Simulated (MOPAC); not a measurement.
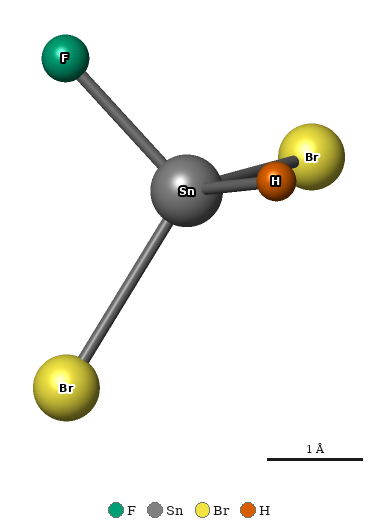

*The input geometry (ball-and-stick view, seen at a tilt). Sticks mark near contacts.*

# Geometry relaxation of SnHBr2F

- system: SnHBr2F, SMILES [F][SnH]([Br])[Br]
- method: PM7, closed shell, dispersion built in (MOPAC 23.2.5)

The atoms were displaced at random from an optimised geometry.

Input file (run.mop)
```
PM7 GNORM=0.01 CYCLES=300 MULLIK PRECISE DISP AUX(PRECISION=6) THREADS=1
Br2FHSn optimise

F     -0.781216     0.069995     1.718531
Sn     0.090350     0.110789     0.041895
Br     1.250172    -2.022739    -0.174750
Br    -1.665665     0.277993    -1.643376
H      1.145331     1.466845     0.038011
```

Machine: 1 thread of AMD EPYC (Zen 3), 176 GiB of memory available, shared host.

Launched with:
```bash
mopac run.mop
```

Log
```
MOPAC v23.2.5
PM7 CALCULATION RESULTS

 *  PM7        - The PM7 Hamiltonian to be used
 *  PRECISE    - TIGHTER CRITERIA TO BE USED
 *  THREADS=1  - MULTI-THREADING NOT USED
 *  CYCLES=    - DO A MAXIMUM OF 300 STEPS
 *  GNORM      - EXIT WHEN GRADIENT NORM DROPS BELOW 0.010
 *  AUX        - OUTPUT AUXILIARY INFORMATION
 *  DISP       - PRINT DISPERSION AND HYDROGEN BOND ENERGIES
 *  MULLIK     - THE MULLIKEN ANALYSIS TO BE PERFORMED
PM7 GNORM=0.01 CYCLES=300 MULLIK PRECISE DISP AUX(PRECISION=6) THREADS=1
 Br2FHSn optimise

   ATOM   CHEMICAL          X               Y               Z
  NUMBER   SYMBOL      (ANGSTROMS)     (ANGSTROMS)     (ANGSTROMS)

     1       F         -0.78121600  *   0.06999500  *   1.71853100  *
     2      Sn          0.09035000  *   0.11078900  *   0.04189500  *
     3      Br          1.25017200  *  -2.02273900  *  -0.17475000  *
     4      Br         -1.66566500  *   0.27799300  *  -1.64337600  *
     5       H          1.14533100  *   1.46684500  *   0.03801100  *

          CARTESIAN COORDINATES

    NO.       ATOM           X           Y           Z

     1         F         -0.7812      0.0700      1.7185
     2        Sn          0.0903      0.1108      0.0419
     3        Br          1.2502     -2.0227     -0.1748
     4        Br         -1.6657      0.2780     -1.6434
     5         H          1.1453      1.4668      0.0380

           Empirical Formula: H F Sn Br2  =     5 atoms

      MOLECULAR POINT GROUP   :   Cs

      RHF CALCULATION, NO. OF DOUBLY OCCUPIED LEVELS = 13

          Geometry optimization using EF

 ALL CONVERGERS ARE NOW FORCED ON
 SHIFT=10, PULAY ON, CAMP-KING ON
 AND ITERATION COUNTER RESET

          DIAGONAL MATRIX USED AS START HESSIAN
```

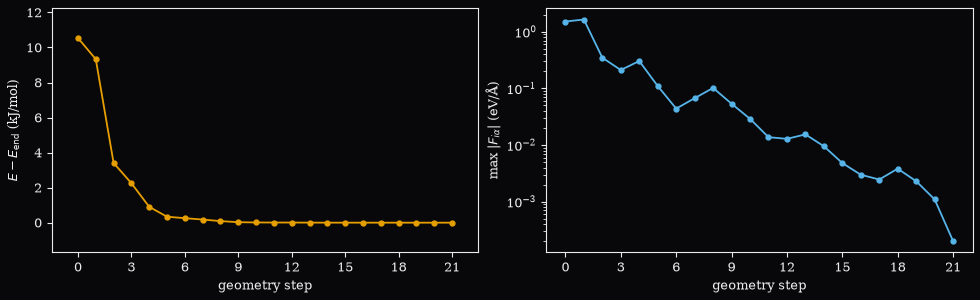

*Progress of the relaxation, step by step (steps are counted from 0).*

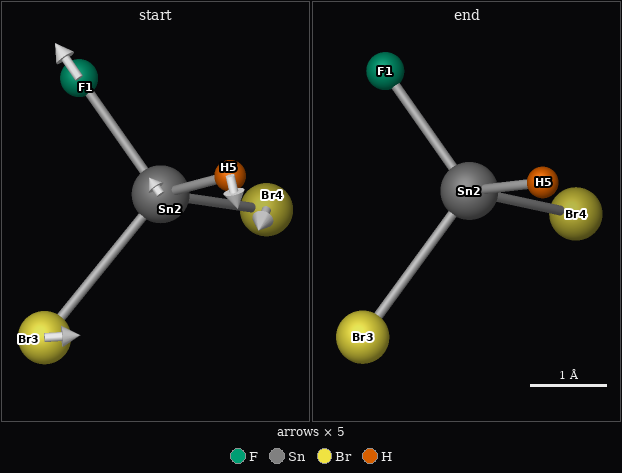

*Before (left) and after (right) the relaxation, at one scale (ball-and-stick view, seen at a tilt). The white arrows give the displacements, magnified 5 times.*

The energy falls by 10.5 kJ/mol in 21 geometry steps. Largest force component: 1.5 eV/Å at the start, 0.0002 eV/Å at the end. The atom that moves furthest after the best rigid fit is F1 (0.11 Å). Largest moves by element: F 0.11 Å, Br 0.10 Å, H 0.09 Å, Sn 0.05 Å. Among the contacts that change: F1–Sn2 1.890 → 1.950 Å, Sn2–Br3 2.438 → 2.392 Å. Among the angles that change: F1–Sn2–H5 107.6° → 112.4°, Br3–Sn2–H5 113.5° → 109.6°, Br3–Sn2–Br4 109.9° → 106.9°. (Atoms are counted from 1 in the order of the input.)

```
 CYCLE:     1 TIME:   0.438 TIME LEFT:  2.00D  GRAD.:    57.402 HEAT: -94.49338
 CYCLE:     2 TIME:   0.016 TIME LEFT:  2.00D  GRAD.:    51.322 HEAT: -94.78236
 CYCLE:     3 TIME:   0.000 TIME LEFT:  2.00D  GRAD.:    13.483 HEAT: -96.19824
 CYCLE:     4 TIME:   0.008 TIME LEFT:  2.00D  GRAD.:     9.478 HEAT: -96.47484

 ALL CONVERGERS ARE NOW FORCED ON
 SHIFT=10, PULAY ON, CAMP-KING ON
 AND ITERATION COUNTER RESET

 CYCLE:     5 TIME:   0.461 TIME LEFT:  2.00D  GRAD.:     9.786 HEAT: -96.79696
 CYCLE:     6 TIME:   0.000 TIME LEFT:  2.00D  GRAD.:     4.984 HEAT: -96.93182
 CYCLE:     7 TIME:   0.008 TIME LEFT:  2.00D  GRAD.:     2.470 HEAT: -96.95134
 CYCLE:     8 TIME:   0.008 TIME LEFT:  2.00D  GRAD.:     3.131 HEAT: -96.97038
 CYCLE:     9 TIME:   0.008 TIME LEFT:  2.00D  GRAD.:     3.813 HEAT: -96.99138
 CYCLE:    10 TIME:   0.000 TIME LEFT:  2.00D  GRAD.:     1.807 HEAT: -97.00638

 ALL CONVERGERS ARE NOW FORCED ON
 SHIFT=10, PULAY ON, CAMP-KING ON
 AND ITERATION COUNTER RESET

 CYCLE:    11 TIME:   0.453 TIME LEFT:  2.00D  GRAD.:     1.187 HEAT: -97.00997
 CYCLE:    12 TIME:   0.008 TIME LEFT:  2.00D  GRAD.:     0.489 HEAT: -97.01088
 CYCLE:    13 TIME:   0.000 TIME LEFT:  2.00D  GRAD.:     0.417 HEAT: -97.01114
 CYCLE:    14 TIME:   0.008 TIME LEFT:  2.00D  GRAD.:     0.525 HEAT: -97.01219
 CYCLE:    15 TIME:   0.008 TIME LEFT:  2.00D  GRAD.:     0.339 HEAT: -97.01254
 CYCLE:    16 TIME:   0.000 TIME LEFT:  2.00D  GRAD.:     0.219 HEAT: -97.01270

 ALL CONVERGERS ARE NOW FORCED ON
 SHIFT=10, PULAY ON, CAMP-KING ON
 AND ITERATION COUNTER RESET

 CYCLE:    17 TIME:   0.445 TIME LEFT:  2.00D  GRAD.:     0.111 HEAT: -97.01275
 CYCLE:    18 TIME:   0.008 TIME LEFT:  2.00D  GRAD.:     0.094 HEAT: -97.01277
 CYCLE:    19 TIME:   0.008 TIME LEFT:  2.00D  GRAD.:     0.139 HEAT: -97.01285
 CYCLE:    20 TIME:   0.000 TIME LEFT:  2.00D  GRAD.:     0.085 HEAT: -97.01288
 CYCLE:    21 TIME:   0.008 TIME LEFT:  2.00D  GRAD.:     0.046 HEAT: -97.01289
 CYCLE:    22 TIME:   0.008 TIME LEFT:  2.00D  GRAD.:     0.007 HEAT: -97.01289

     GRADIENT =  0.00747 IS LESS THAN CUTOFF =  0.01000

 -------------------------------------------------------------------------------
 PM7 GNORM=0.01 CYCLES=300 MULLIK PRECISE DISP AUX(PRECISION=6) THREADS=1
 Br2FHSn optimise

     GEOMETRY OPTIMISED USING EIGENVECTOR FOLLOWING (EF).
     SCF FIELD WAS ACHIEVED

                              PM7 CALCULATION

          FINAL HEAT OF FORMATION =        -97.01289 KCAL/MOL =    -405.90194 KJ/MOL

          TOTAL ENERGY            =     -23431.63227 KCAL/MOL = ELECTRONIC ENERGY + CORE-CORE REPULSION
          ENERGY OF ATOMS         =      23334.95945 KCAL/MOL
                              SUM =        -96.67282 KCAL/MOL
          DISPERSION ENERGY       =         -0.34007 KCAL/MOL
                              SUM =        -97.01289 KCAL/MOL = FINAL HEAT OF FORMATION

          TOTAL ENERGY            =      -1016.09174 EV
          ELECTRONIC ENERGY       =      -2096.63138 EV
          CORE-CORE REPULSION     =       1080.53964 EV
          COSMO AREA              =        137.65 SQUARE ANGSTROMS
          COSMO VOLUME            =        131.45 CUBIC ANGSTROMS

          GRADIENT NORM           =          0.00747          =       0.00334 PER ATOM
          IONIZATION POTENTIAL    =         10.583880 EV
          HOMO LUMO ENERGIES (EV) =        -10.584 -0.631
          NO. OF FILLED LEVELS    =         13
          MOLECULAR WEIGHT        =        298.5043         POINT GROUP:  Cs

          MOLECULAR DIMENSIONS (Angstroms)

            Atom       Atom       Distance
           Br     4   Br     3     3.84304
            F     1    H     5     3.04943
           Br     3    F     1     2.43935

          SCF CALCULATIONS        =         24

          WALL-CLOCK TIME         =      1.906 SECONDS
          COMPUTATION TIME        =      1.877 SECONDS

   ATOM   CHEMICAL          X               Y               Z
  NUMBER   SYMBOL      (ANGSTROMS)     (ANGSTROMS)     (ANGSTROMS)

     1       F         -0.80136097  *   0.10762071  *   1.81088894  *
     2      Sn          0.07063544  *   0.10219981  *   0.06661165  *
     3      Br          1.21066706  *  -1.97915305  *  -0.23290268  *
     4      Br         -1.59648885  *   0.23417797  *  -1.64357255  *
     5       H          1.18254262  *   1.39873632  *  -0.11165809  *

                             CARTESIAN COORDINATES

   1    F       -0.801360971     0.107620714     1.810888939
   2   Sn        0.070635441     0.102199812     0.066611647
   3   Br        1.210667056    -1.979153050    -0.232902683
   4   Br       -1.596488852     0.234177968    -1.643572554
   5    H        1.182542616     1.398736320    -0.111658093

           Empirical Formula: H F Sn Br2  =     5 atoms

      MOLECULAR POINT GROUP   :   Cs

                  EIGENVALUES
 -37.37754 -26.70664 -26.63906 -15.44535 -14.63802 -14.54951 -14.06190 -13.31638
 -12.85429 -10.86979 -10.77312 -10.63632 -10.58388  -0.63050   1.19535   1.66190
   2.76223 259.70287 260.51570 260.88181 262.69343 262.71182 263.03085 263.07476
 264.13144 264.49236 265.10225

              NET ATOMIC CHARGES AND DIPOLE CONTRIBUTIONS

  ATOM NO.   TYPE          CHARGE      No. of ELECS.   s-Pop       p-Pop       d-Pop
    1          F          -0.593512        7.5935     1.96569     5.62782
    2         Sn           1.230427        2.7696     0.75509     2.01448
    3         Br          -0.324705        7.3247     1.93055     5.39249     0.00166
    4         Br          -0.324701        7.3247     1.93055     5.39249     0.00166
    5          H           0.012491        0.9875     0.98751
 DIPOLE           X         Y         Z       TOTAL
 POINT-CHG.     3.375     3.103    -1.849     4.943
 HYBRID        -1.134    -0.704     1.153     1.763
 SUM            2.240     2.399    -0.696     3.355

          ATOMIC ORBITAL ELECTRON POPULATIONS

     Atom    s        px        py        pz      x^2-y^2     xz        z^2       yz        xy
    1  F   1.96569   1.92100   1.98756   1.71926
    2 Sn   0.75509   0.71677   0.78820   0.50951
    3 Br   1.93055   1.85049   1.58775   1.95425   0.00053   0.00011   0.00018   0.00032   0.00052
    4 Br   1.93055   1.72355   1.97077   1.69816   0.00025   0.00050   0.00036   0.00026   0.00029
    5  H   0.98751

           MULLIKEN POPULATION ANALYSIS

        MULLIKEN POPULATIONS AND CHARGES

      NO.  ATOM   POPULATION      CHARGE
        1    F     7.602936     -0.602936
        2   Sn     2.786750      1.213250
        3   Br     7.328899     -0.328899
        4   Br     7.328894     -0.328894
        5    H     0.952521      0.047479

 *                    *
 * JOB ENDED NORMALLY *
 *                    *

 TOTAL JOB TIME:             1.91 SECONDS

 == MOPAC DONE ==
```

Trajectory as extended XYZ (Å, eV, eV/Å), 20 of the 22 frames kept, from step=0 to step=21
```
5
Properties=species:S:1:pos:R:3:forces:R:3 step=0 energy=-4.09762
F    -0.7812    0.0700    1.7185   -0.7975  -0.0798   1.4630
Sn    0.0903    0.1108    0.0419    0.4418  -0.3539  -1.5168
Br    1.2502   -2.0227   -0.1747   -0.2363   0.5487  -0.0610
Br   -1.6657    0.2780   -1.6434    0.5134  -0.0514   0.3297
H     1.1453    1.4668    0.0380    0.0787  -0.0636  -0.2149
5
Properties=species:S:1:pos:R:3:forces:R:3 step=1 energy=-4.11015
F    -0.8035    0.0586    1.7956    0.5252  -0.0228  -1.2044
Sn    0.0920    0.0963   -0.0067   -0.5727   0.0560   1.6436
Br    1.2445   -2.0050   -0.1642   -0.0582   0.2022  -0.1343
Br   -1.6512    0.2837   -1.6318    0.1352  -0.0294  -0.0472
H     1.1460    1.4648    0.0338   -0.0294  -0.2060  -0.2577
5
Properties=species:S:1:pos:R:3:forces:R:3 step=2 energy=-4.17155
F    -0.7961    0.0663    1.7612    0.0121  -0.0389  -0.1051
Sn    0.0904    0.0945    0.0180   -0.2033   0.1158   0.3477
Br    1.2400   -2.0007   -0.1732   -0.0286   0.1404  -0.1108
Br   -1.6484    0.2785   -1.6327    0.2219  -0.0469   0.0597
H     1.1467    1.4583    0.0029   -0.0021  -0.1704  -0.1915
5
Properties=species:S:1:pos:R:3:forces:R:3 step=3 energy=-4.18354
F    -0.7963    0.0696    1.7580   -0.1281  -0.0240   0.2112
Sn    0.0873    0.0972    0.0295   -0.1014  -0.0134  -0.0415
Br    1.2352   -1.9978   -0.1818   -0.0317   0.1370  -0.0901
Br   -1.6399    0.2721   -1.6324    0.1877  -0.0462   0.0565
H     1.1474    1.4471   -0.0328    0.0734  -0.0534  -0.1361
5
Properties=species:S:1:pos:R:3:forces:R:3 step=4 energy=-4.19751
F    -0.7992    0.0768    1.7687   -0.1491   0.0015   0.3042
Sn    0.0815    0.0967    0.0432    0.0048   0.0529  -0.2034
Br    1.2264   -1.9893   -0.1964    0.0081   0.0369  -0.0667
Br   -1.6231    0.2622   -1.6327    0.0773  -0.0483   0.0058
H     1.1515    1.4325   -0.0963    0.0588  -0.0430  -0.0400
5
Properties=species:S:1:pos:R:3:forces:R:3 step=6 energy=-4.20421
F    -0.8029    0.0869    1.7964    0.0063   0.0267   0.0255
Sn    0.0751    0.0999    0.0559   -0.0429   0.0128  -0.0204
Br    1.2182   -1.9839   -0.2143    0.0021   0.0216  -0.0304
Br   -1.6059    0.2498   -1.6378   -0.0094  -0.0423  -0.0171
H     1.1582    1.4160   -0.1497    0.0440  -0.0188   0.0424
5
Properties=species:S:1:pos:R:3:forces:R:3 step=7 energy=-4.20503
F    -0.8020    0.0917    1.8032    0.0403   0.0201  -0.0577
Sn    0.0733    0.0999    0.0573   -0.0495   0.0214   0.0672
Br    1.2171   -1.9832   -0.2181   -0.0009   0.0216  -0.0244
Br   -1.6035    0.2470   -1.6398   -0.0166  -0.0347  -0.0198
H     1.1616    1.4137   -0.1425    0.0268  -0.0284   0.0348
5
Properties=species:S:1:pos:R:3:forces:R:3 step=8 energy=-4.20594
F    -0.7996    0.0998    1.8109    0.0472   0.0077  -0.0949
Sn    0.0706    0.0999    0.0608   -0.0293   0.0366   0.1019
Br    1.2150   -1.9818   -0.2245   -0.0035   0.0175  -0.0142
Br   -1.5999    0.2422   -1.6430   -0.0168  -0.0226  -0.0136
H     1.1674    1.4096   -0.1291    0.0024  -0.0391   0.0208
5
Properties=species:S:1:pos:R:3:forces:R:3 step=9 energy=-4.20660
F    -0.7960    0.1111    1.8183    0.0134  -0.0079  -0.0537
Sn    0.0673    0.1006    0.0673    0.0028   0.0106   0.0470
Br    1.2114   -1.9796   -0.2341   -0.0086   0.0164   0.0031
Br   -1.5949    0.2346   -1.6472   -0.0058  -0.0037   0.0064
H     1.1754    1.4016   -0.1094   -0.0019  -0.0154  -0.0028
5
Properties=species:S:1:pos:R:3:forces:R:3 step=10 energy=-4.20675
F    -0.7970    0.1076    1.8122   -0.0210  -0.0026   0.0290
Sn    0.0688    0.1004    0.0664    0.0110   0.0123  -0.0237
Br    1.2113   -1.9791   -0.2317    0.0045  -0.0044  -0.0033
Br   -1.5959    0.2359   -1.6449   -0.0113  -0.0070  -0.0035
H     1.1737    1.4018   -0.1144    0.0168   0.0017   0.0015
5
Properties=species:S:1:pos:R:3:forces:R:3 step=11 energy=-4.20679
F    -0.7969    0.1087    1.8143   -0.0096  -0.0038   0.0026
Sn    0.0685    0.1008    0.0670    0.0032   0.0049  -0.0038
Br    1.2111   -1.9792   -0.2328    0.0000   0.0029  -0.0006
Br   -1.5955    0.2351   -1.6458   -0.0075  -0.0053   0.0019
H     1.1747    1.4013   -0.1128    0.0138   0.0013  -0.0002
5
Properties=species:S:1:pos:R:3:forces:R:3 step=12 energy=-4.20680
F    -0.7971    0.1088    1.8145   -0.0072  -0.0036  -0.0018
Sn    0.0686    0.1010    0.0672    0.0010   0.0020  -0.0008
Br    1.2109   -1.9792   -0.2330   -0.0007   0.0044   0.0000
Br   -1.5955    0.2348   -1.6458   -0.0059  -0.0044   0.0032
H     1.1754    1.4011   -0.1123    0.0129   0.0017  -0.0006
5
Properties=species:S:1:pos:R:3:forces:R:3 step=13 energy=-4.20685
F    -0.7988    0.1082    1.8142    0.0023  -0.0013  -0.0154
Sn    0.0697    0.1026    0.0675   -0.0052  -0.0073   0.0088
Br    1.2097   -1.9791   -0.2340   -0.0015   0.0069   0.0021
Br   -1.5953    0.2331   -1.6454    0.0003   0.0009   0.0064
H     1.1801    1.4002   -0.1102    0.0040   0.0008  -0.0019
5
Properties=species:S:1:pos:R:3:forces:R:3 step=14 energy=-4.20686
F    -0.7994    0.1074    1.8131    0.0010   0.0001  -0.0095
Sn    0.0701    0.1028    0.0672   -0.0040  -0.0054   0.0056
Br    1.2096   -1.9790   -0.2335    0.0003   0.0043   0.0010
Br   -1.5956    0.2332   -1.6448   -0.0002   0.0011   0.0041
H     1.1808    1.4004   -0.1107    0.0028   0.0000  -0.0012
5
Properties=species:S:1:pos:R:3:forces:R:3 step=15 energy=-4.20687
F    -0.8005    0.1060    1.8108   -0.0031   0.0021   0.0048
Sn    0.0709    0.1030    0.0665    0.0014   0.0016  -0.0029
Br    1.2095   -1.9788   -0.2327    0.0043  -0.0023  -0.0011
Br   -1.5961    0.2335   -1.6436   -0.0021   0.0013  -0.0012
H     1.1820    1.4005   -0.1116   -0.0004  -0.0027   0.0003
5
Properties=species:S:1:pos:R:3:forces:R:3 step=17 energy=-4.20687
F    -0.8003    0.1066    1.8115   -0.0013   0.0012  -0.0005
Sn    0.0707    0.1028    0.0667   -0.0007  -0.0010   0.0004
Br    1.2097   -1.9789   -0.2330    0.0025   0.0001  -0.0003
Br   -1.5960    0.2335   -1.6440   -0.0013   0.0011   0.0006
H     1.1817    1.4002   -0.1113    0.0008  -0.0014  -0.0002
5
Properties=species:S:1:pos:R:3:forces:R:3 step=18 energy=-4.20688
F    -0.8008    0.1076    1.8116    0.0007   0.0000  -0.0038
Sn    0.0705    0.1024    0.0668   -0.0017  -0.0024   0.0023
Br    1.2104   -1.9791   -0.2331   -0.0003   0.0017   0.0004
Br   -1.5963    0.2339   -1.6440    0.0003   0.0003   0.0016
H     1.1820    1.3991   -0.1114    0.0011   0.0005  -0.0004
5
Properties=species:S:1:pos:R:3:forces:R:3 step=19 energy=-4.20688
F    -0.8011    0.1076    1.8113    0.0005   0.0000  -0.0023
Sn    0.0705    0.1023    0.0667   -0.0011  -0.0015   0.0014
Br    1.2106   -1.9792   -0.2330   -0.0003   0.0010   0.0001
Br   -1.5964    0.2341   -1.6438    0.0002   0.0001   0.0009
H     1.1823    1.3989   -0.1115    0.0006   0.0004  -0.0002
5
Properties=species:S:1:pos:R:3:forces:R:3 step=20 energy=-4.20688
F    -0.8015    0.1076    1.8107   -0.0004   0.0001   0.0011
Sn    0.0707    0.1022    0.0666    0.0008   0.0009  -0.0007
Br    1.2107   -1.9791   -0.2329    0.0001  -0.0007  -0.0002
Br   -1.5965    0.2342   -1.6435   -0.0001  -0.0001  -0.0003
H     1.1827    1.3986   -0.1117   -0.0005  -0.0002   0.0001
5
Properties=species:S:1:pos:R:3:forces:R:3 step=21 energy=-4.20688
F    -0.8014    0.1076    1.8109   -0.0001   0.0001   0.0000
Sn    0.0706    0.1022    0.0666    0.0002  -0.0001   0.0000
Br    1.2107   -1.9792   -0.2329    0.0000  -0.0001  -0.0001
Br   -1.5965    0.2342   -1.6436    0.0000   0.0000   0.0001
H     1.1825    1.3987   -0.1117   -0.0001   0.0001   0.0000
```

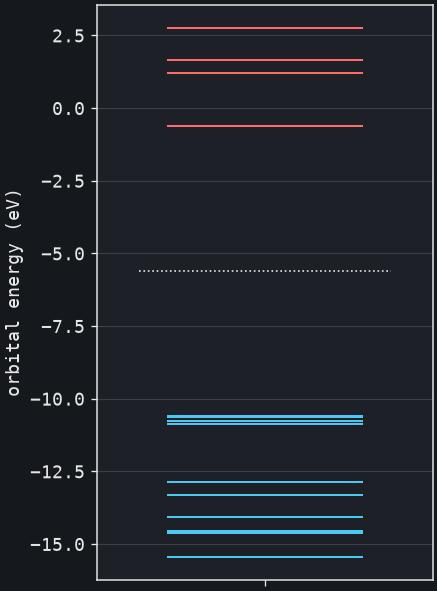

*Orbital energies near the frontier; the dotted line parts filled from empty levels, and levels within 0.02 eV of each other stand side by side.*

Highest filled −10.58 eV, lowest empty −0.63 eV, 9.95 eV apart.

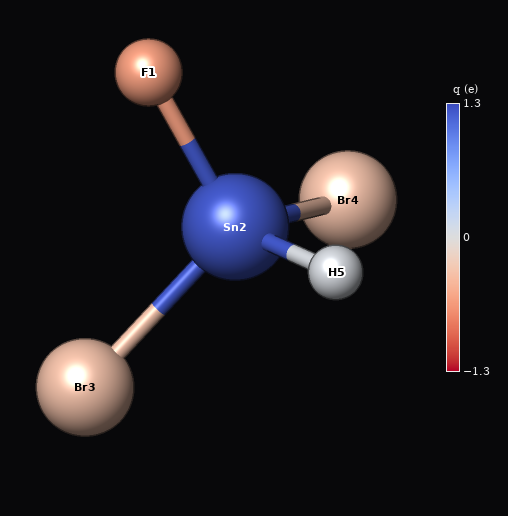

*Mulliken charges, as the colour of each atom (ball-and-stick view, seen at a tilt; atoms are numbered from 1 in the order of the input).*

By element: F −0.60, Sn +1.21, Br −0.33 and H +0.05 e.

Results in brief

- outcome: converged
- total energy: −37.340683 hartree
- dispersion energy: −0.000542 hartree
- heat of formation: −97.01 kcal/mol
- basis functions: 27
- largest force: 0.000 eV/Å
- HOMO: −10.58 eV
- LUMO: −0.63 eV
- dipole moment: 3.36 D
- wall time: 2.2 s
- peak memory: 0.067 GiB

Remarks

MOPAC's energies along a path are heats of formation.
